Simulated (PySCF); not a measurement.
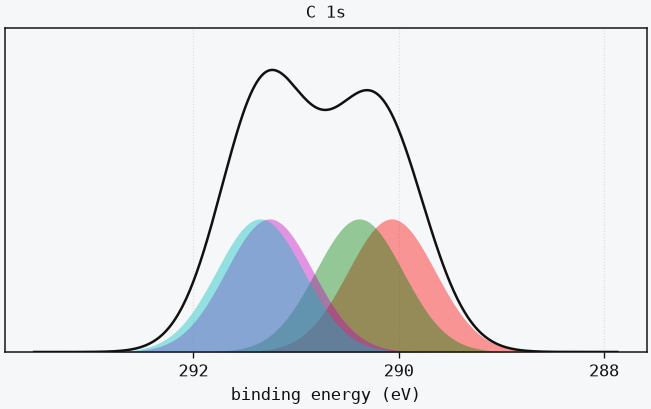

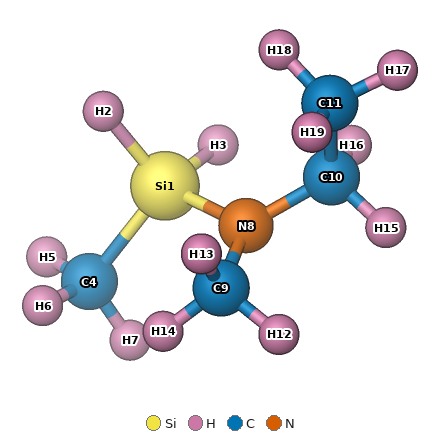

Simulated XPS of C₄H₁₃NSi. Vertical core-electron binding energies by ΔSCF (SCAN, pcX-2 on the ionised atom, pcseg-1 elsewhere, spin-free X2C; PySCF, at a PBE0-D3(BJ)/def2-SVP geometry (no frequency check)), gas phase, against the vacuum level. One atom of each kind was ionised; within a panel, areas follow the number of like atoms, Gaussians of 1.0 eV full width. Only the regions named are shown. Lines closer than the width merge in the curve.

Q: Assign the components.

A:
```tsv
level	atoms	binding energy (eV)
C 1s	C9	291.4
C 1s	C10	291.3
C 1s	C11	290.4
C 1s	C4	290.1
```

Q: How large is the chemical shift across the C 1s region?

A: 1.3 eV, from C4 at 290.1 eV to C9 at 291.4 eV.

Note: one conformer of a flexible molecule.
